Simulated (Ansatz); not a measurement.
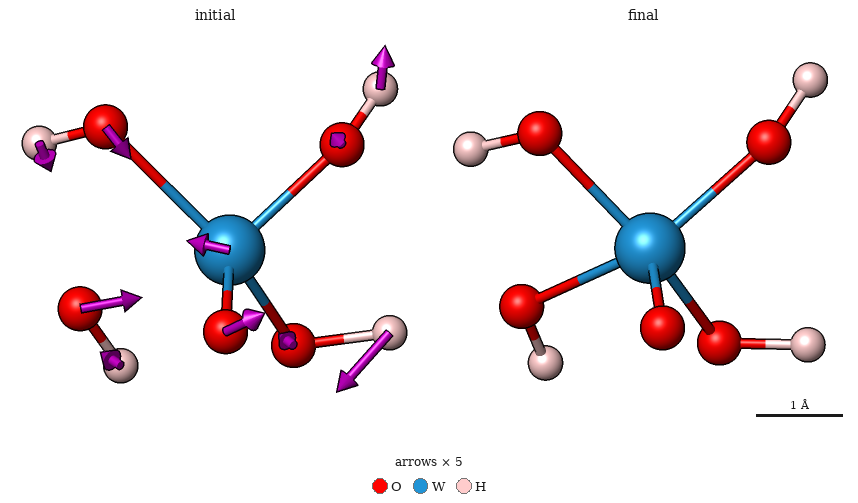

The structure of WH₄O₅ before (left) and after (right) a relaxation, at one scale. The purple arrows give the displacements, magnified 5 times.

The picture is a ball-and-stick view, seen at a tilt.

All numbers below come from Ansatz, RKS PBEsol/def2-mTZVPP.

Input
```yaml
crystal:
  periodic: [false, false, false]
  atoms:
    - {symbol: O, position_ang: [0.154544, -0.305868, 1.988291]}
    - {symbol: W, position_ang: [0.168282, -0.136020, 0.356007]}
    - {symbol: O, position_ang: [1.366373, -1.171321, -0.511839]}
    - {symbol: O, position_ang: [-1.375787, -1.076266, -0.210877]}
    - {symbol: O, position_ang: [-1.265228, 1.455940, 0.107301]}
    - {symbol: O, position_ang: [1.311063, 1.579235, 0.043395]}
    - {symbol: H, position_ang: [1.752630, -1.470706, -1.238949]}
    - {symbol: H, position_ang: [-1.043192, -2.148919, -0.393519]}
    - {symbol: H, position_ang: [-2.118112, 0.864155, -0.142676]}
    - {symbol: H, position_ang: [0.780660, 2.305992, -0.107697]}
basis:
  gaussian: {orbitals: def2-mTZVPP}
hamiltonian: {xc: {name: PBEsol}}
relax: {f_tol: 0.001, max_steps: 2}
output: {forces: true}
```

Run as
```bash
ansatz run in.yaml --threads 4 --pin off --events-out ev --progress --plain --max-ram 11315MiB
```

What changed between the two?

Answer. The relaxation stopped without meeting its thresholds, so the last structure isn't shown to be converged. The input was poor on purpose: steps. The atom that moves furthest after the best rigid fit is H8 (0.19 Å). Largest moves by element: H 0.19 Å, O 0.15 Å, W 0.11 Å. Near-neighbour distances that change, for instance: W2–O5 2.157 → 1.947 Å, W2–O6 2.085 → 1.904 Å, O4–H8 1.138 → 1.045 Å, O3–H7 0.876 → 0.954 Å. Bond angles that change, for instance: O1–W2–O3 115.1° → 106.1°, W2–O4–H8 106.1° → 110.1°, O4–W2–O6 144.1° → 146.7°. After 1 geometry step the energy has fallen by 1.831 eV. Largest force component: 7.8 eV/Å at the start, 3 eV/Å at the end. The run took 4.9 s on 4 threads of Arm Neoverse V1, with other jobs on the host.
